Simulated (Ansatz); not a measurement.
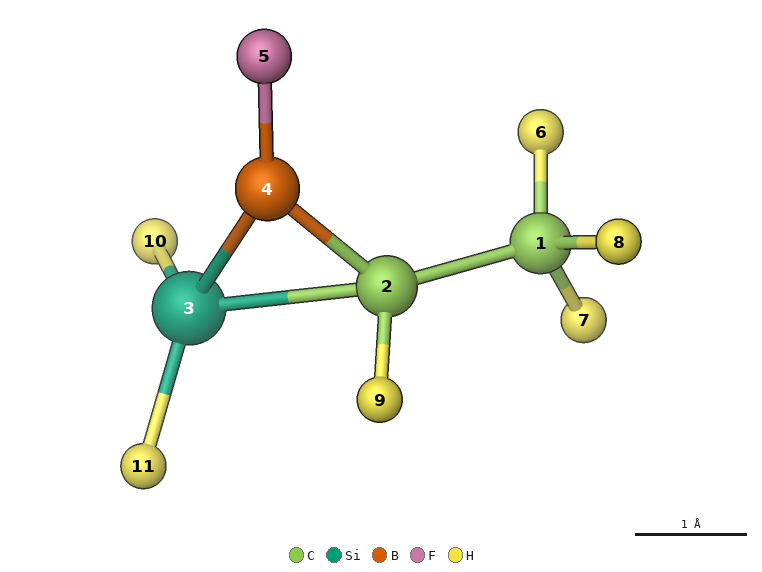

Orthographic view. Depth is shown by fading: the farther an atom, the more it takes the colour of the background. The computed structure is the end point of a PBE0-D4/def2-TZVP optimisation. No frequency run is at hand to confirm it as a minimum.

Write a MOL file (V2000) with the atoms in numerical order, bonds sorted by atom number with the orders drawn, and coordinates in the frame of the picture: x right, y up, z towards the viewer, origin at the mean position.

```
C2H6BFSi
                    3D

 11 11  0  0  0  0  0  0  0  0999 V2000
    1.5400    0.1700   -0.1100 C   0  0  0  0  0  0  0  0  0  0  0  0
    0.1500   -0.2200    0.3500 C   0  0  2  0  0  0  0  0  0  0  0  0
   -1.6300   -0.4100   -0.5000 Si  0  0  0  0  0  4  0  0  0  0  0  0
   -0.9200    0.6600    0.9500 B   0  0  0  0  0  0  0  0  0  0  0  0
   -0.9500    1.8500    1.5100 F   0  0  0  0  0  0  0  0  0  0  0  0
    1.5400    1.1700   -0.5500 H   0  0  0  0  0  0  0  0  0  0  0  0
    1.9300   -0.5200   -0.8600 H   0  0  0  0  0  0  0  0  0  0  0  0
    2.2400    0.1900    0.7300 H   0  0  0  0  0  0  0  0  0  0  0  0
    0.0900   -1.2400    0.7500 H   0  0  0  0  0  0  0  0  0  0  0  0
   -1.9400    0.1900   -1.8200 H   0  0  0  0  0  0  0  0  0  0  0  0
   -2.0400   -1.8400   -0.4500 H   0  0  0  0  0  0  0  0  0  0  0  0
  1  2  1  0
  1  6  1  0
  1  7  1  0
  1  8  1  0
  2  3  1  0
  2  4  1  0
  2  9  1  0
  3  4  1  0
  3 10  1  0
  3 11  1  0
  4  5  1  0
M  END
```
